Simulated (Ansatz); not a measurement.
## Electronic structure of H4O2Si···NH3 in real space

The calculation's input:

```
crystal:
  periodic: [false, false, false]
  atoms:
    - { symbol: Si, position_ang: [0.161438, -0.481138, -0.583211] }
    - { symbol: "N", position_ang: [-0.524216, 0.120631, 2.311171] }
    - { symbol: H, position_ang: [-1.437391, -0.350884, 2.394589] }
    - { symbol: H, position_ang: [-0.372585, 0.59994, 3.211087] }
    - { symbol: H, position_ang: [0.685909, -0.576921, -1.989635] }
    - { symbol: O, position_ang: [0.19337, 1.114193, -0.12987] }
    - { symbol: H, position_ang: [-0.15464, 1.119039, 0.808658] }
    - { symbol: H, position_ang: [-1.229726, -1.055727, -0.532774] }
    - { symbol: O, position_ang: [1.143827, -1.413605, 0.429006] }
    - { symbol: H, position_ang: [1.666311, -2.102215, -0.015341] }
    - { symbol: H, position_ang: [0.187704, -0.643016, 2.264321] }
basis:
  gaussian: { orbitals: def2-SVP }
hamiltonian:
  xc: blyp
relax:
  f_tol: 0.03
  max_steps: 50
output:
  orbitals: {}
```

Command:

```sh
ansatz run input.yaml --threads 2 --pin off --max-ram 3072MiB --backend cpu --events-out ev --progress --plain --runs-dir out
```

The fields are those of the run's last geometry, not of the input's.

All numbers below come from RKS BLYP/def2-SVP in Ansatz 0.2.0.

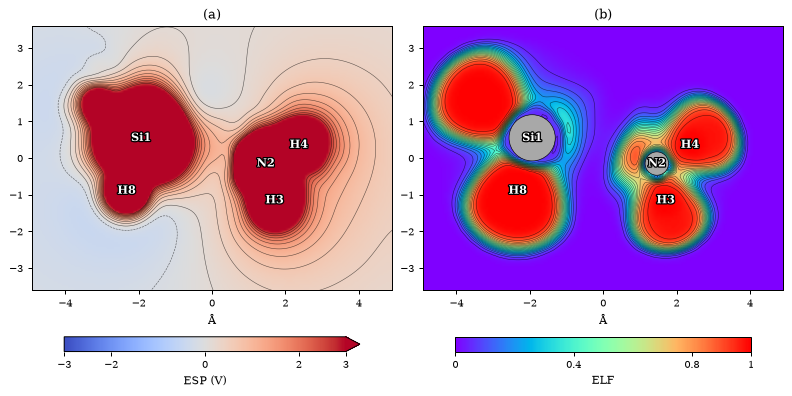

Figure 1. (a) electrostatic potential; (b) electron localisation function on the plane of atoms H3, N2 and H4. Grey discs cover the atomic cores in the ELF map.

**Describe what can be read from this map.**

The section cuts through Si, N and H sites.
N–H (1.03 Å): the ELF climbs to about 1 towards the hydrogen, as it does in any bond to H: an ordinary covalent bond to hydrogen.
Si–H (1.50 Å): the ELF climbs to about 1 towards the hydrogen.
Outside the dense part of the complex the potential is most negative (−0.4 V) near H8.

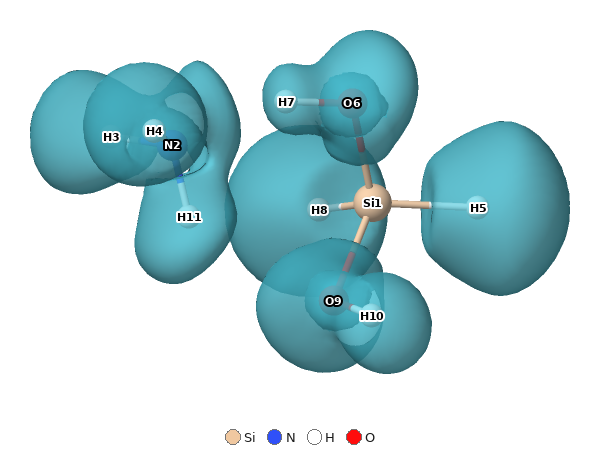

Figure 2. Isosurface of the ELF at 0.75 (cyan), seen at a tilt. Core shells and regions of very low density are left out.

**Identify the bonds, lone pairs and shells in this picture.**

The ELF exceeds this value in two regions around hydrogen nuclei, one joined region spread over several atoms (H, N), in which their bonds and any lone pairs are merged and two joined regions spread over several atoms (H, O), in which their bonds and any lone pairs are merged. Profiles from the grid: N2···H7 (1.83 Å): the ELF dips to about 0.20 between them; by its geometry a hydrogen bond between the two molecules, with no shared pair. Si–O (1.66 Å): the ELF peaks at about 0.85 between the atoms; a polar covalent bond.

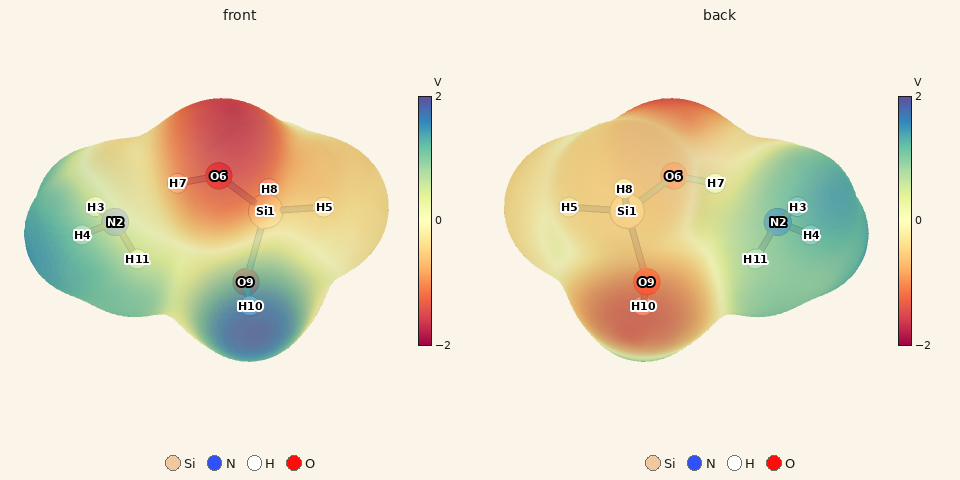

Figure 3. The electrostatic potential painted on the density surface at 0.001 e/bohr³, seen from the front and from behind; the colour scale runs from red (negative) to blue (positive).

**Which sites attract a positive test charge, and which a negative one?**

A positive charge is drawn to the negative regions and a negative charge to the positive ones. The most negative region (about −1.7 V) lies over O6, the most positive (about +1.7 V) over H10. O6 is the likeliest acceptor of a hydrogen bond.
